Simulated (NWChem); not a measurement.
# H2O2 (hydrogen peroxide) at PBE/def2-TZVP

What is the vertical ionisation energy of H2O2 (hydrogen peroxide) at PBE/def2-TZVP? 

The calculation is run with NWChem 7.3.0.

3 further runs of the same task are left out: 3 set aside as unsound or not needed.

## 1. The structure to begin with

The species is H2O2 (4 atoms), meant as a singlet with charge 0. SMILES: `OO`. The shape is that of a PBE0-D4/def2-TZVP optimisation.

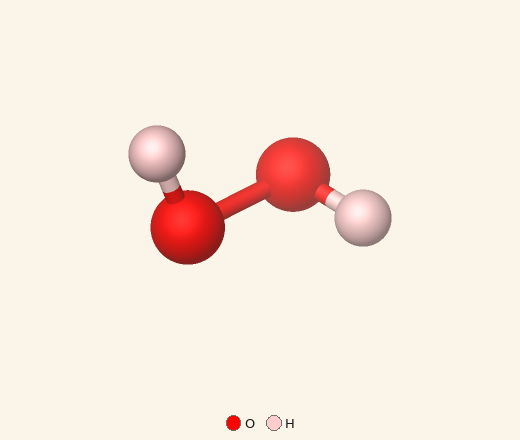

Viewed from a chosen angle; oxygen red, hydrogen pink.

## 2. A single-point energy at PBE/def2-TZVP

The input, calc.nw:

```
start calc
title "H2O2"
memory total 2200 mb
geometry units angstrom noautosym nocenter noautoz
   O    -0.486800   -0.581100    0.030600
   O     0.048300    0.728400    0.206900
   H     0.186400   -1.117000    0.467400
   H     0.252100    0.969800   -0.704900
end
basis spherical bse
   * library def2-TZVP
end
dft
   xc xpbe96 cpbe96
   grid fine
   convergence energy 1e-08
   maxiter 100
   mulliken
   print low
end
task dft energy
```

On the command line:

```
$ nwchem calc.nw > calc.out
```

Log:

```text
[...]
 d= 0,ls=0.0,diis     1   -151.4260726900 -1.89D+02  7.13D-03  5.96D-01     0.6
[...]
 d= 0,ls=0.0,diis     8   -151.4631884169 -2.63D-10  5.55D-07  5.00D-09     3.5
         Total DFT energy =     -151.463188416913
      One electron energy =     -282.297221654711
           Coulomb energy =      111.256535680567
    Exchange-Corr. energy =      -17.705623916997
 Nuclear repulsion energy =       37.283121474229
[...]
      Total Density - Mulliken Population Analysis
     ---------------------------------------------
    Atom       Charge   Shell Charges
 -----------   ------   -------------------------------------------------------
    1 O    8     8.32   0.79  1.18  0.62  0.93  0.34  1.85  1.78  0.79  0.00  0.04  0.00
    2 O    8     8.32   0.79  1.18  0.62  0.93  0.34  1.85  1.78  0.79  0.00  0.04  0.00
    3 H    1     0.68   0.27  0.33  0.04  0.05
    4 H    1     0.68   0.27  0.33  0.04  0.05
[...]
```

Run time: 4.8 s. Hardware: 1 thread of Intel Xeon 6975P-C (Granite Rapids), shared host; peak memory 0.11 GiB.

## 3. The doublet cation at the same level

The input, sp.nw:

```
start sp
memory 2200 mb
charge 1
geometry units angstrom noautosym nocenter noautoz
   O     -0.486800    -0.581100     0.030600
   O      0.048300     0.728400     0.206900
   H      0.186400    -1.117000     0.467400
   H      0.252100     0.969800    -0.704900
end
basis spherical bse
   * library def2-TZVP
end
dft
   xc xpbe96 cpbe96
   mult 2
   grid fine
   convergence energy 1e-08
   iterations 100
   mulliken
   print low
end
task dft
```

On the command line:

```
$ nwchem sp.nw > sp.out
```

Log:

```text
[...]
 d= 0,ls=0.0,diis     1   -150.9851784165 -1.88D+02  5.25D-03  2.60D-01     0.7
[...]
 d= 0,ls=0.0,diis    11   -151.0542299376 -1.12D-09  6.44D-08  1.27D-10     6.9
[...]
         Total DFT energy =     -151.054229937633
      One electron energy =     -275.143309253746
           Coulomb energy =      104.110136546867
    Exchange-Corr. energy =      -17.304178704982
 Nuclear repulsion energy =       37.283121474229
[...]
      Total Density - Mulliken Population Analysis
     ---------------------------------------------
    Atom       Charge   Shell Charges
 -----------   ------   -------------------------------------------------------
    1 O    8     7.93   0.79  1.17  0.64  0.98  0.28  1.79  1.72  0.51  0.00  0.04  0.00
    2 O    8     7.93   0.79  1.17  0.64  0.98  0.28  1.79  1.72  0.51  0.00  0.04  0.00
    3 H    1     0.57   0.25  0.28  0.01  0.04
    4 H    1     0.57   0.25  0.28  0.01  0.04
[...]
      <S2> =      0.7518 (Exact =     0.7500)
[...]
```

Run time: 8.1 s. Hardware: 1 thread of Intel Xeon 6975P-C (Granite Rapids), shared host; peak memory 0.11 GiB.

## 4. Results

Level: PBE/def2-TZVP.

```
                                          quantity          value
                        singlet H2O2: total energy  -151.46319 Eh
                      doublet cation: total energy  -151.05423 Eh
                              doublet cation: ⟨S²⟩          0.752
vertical ionisation energy (to the doublet cation)      11.128 eV
```

Removing an electron at fixed nuclei costs 11.13 eV (257 kcal/mol). Mulliken charges (singlet H2O2) run from -0.32 on O1 to +0.32 on H3.
